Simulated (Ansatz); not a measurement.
Response to strain in WSe2

Start from WSe$_{2}$ (space group P6_3/mmc, No. 194; a = 3.2305 Å, c = 12.4111 Å; layered, stacked along the Cartesian z axis). Axes: x lies along a and z along c of the hexagonal cell.

Strains are applied to the cell and any free atomic positions relax.

The values are results of PBEsol-D3(BJ) in Ansatz (plane waves to 420 eV, PAW, no spin-orbit coupling), not measurements.

Notes on the quantities. energy relative to the base: free energy F.

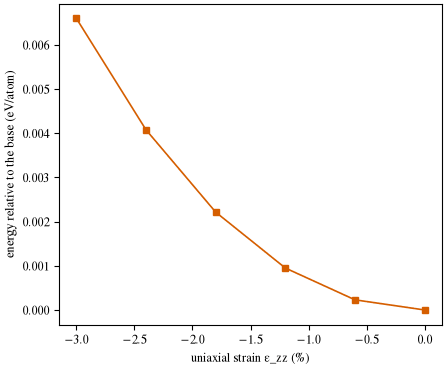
*Energy relative to the base against uniaxial strain ε_zz*

```tsv
uniaxial strain ε_zz (%)	energy relative to the base
-3	+6.6 meV/atom
-2.4	+4.1 meV/atom
-1.8	+2.2 meV/atom
-1.2	+0.9 meV/atom
-0.6	+0.2 meV/atom
```

Whether these cells are dynamically stable was not tested.

Ansatz is an electronic-structure program.
